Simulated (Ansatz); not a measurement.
InAs, response to strain

Consider InAs in the zinc blende structure (space group F-43m, No. 216; a = 6.1096 Å).

Strains are applied to the cell and any free atomic positions relax.

All numbers come from Kohn–Sham DFT with the r2SCAN functional, run in Ansatz (a first-principles code) with PAW and 500 eV plane waves, without spin-orbit coupling.

Notes on the quantities. energy relative to the base: free energy F.

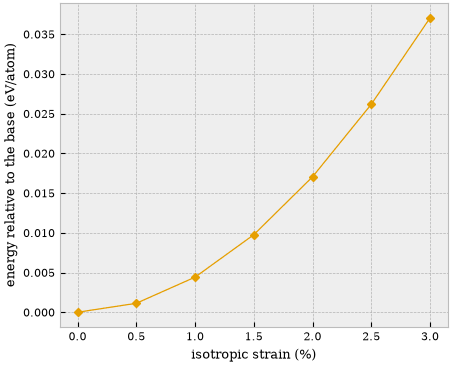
Energy relative to the base against isotropic strain

```json
[
 {"isotropic strain (%)": "0.5", "energy relative to the base": "+1.1 meV/atom"},
 {"isotropic strain (%)": "1", "energy relative to the base": "+4.4 meV/atom"},
 {"isotropic strain (%)": "1.5", "energy relative to the base": "+9.8 meV/atom"},
 {"isotropic strain (%)": "2", "energy relative to the base": "+17 meV/atom"},
 {"isotropic strain (%)": "2.5", "energy relative to the base": "+26 meV/atom"},
 {"isotropic strain (%)": "3", "energy relative to the base": "+37 meV/atom"}
]
```

A case with no gap was solved on a k-mesh chosen for an insulator, which is coarse for it. No phonon test of stability was made. The final runs are not spin-polarised.
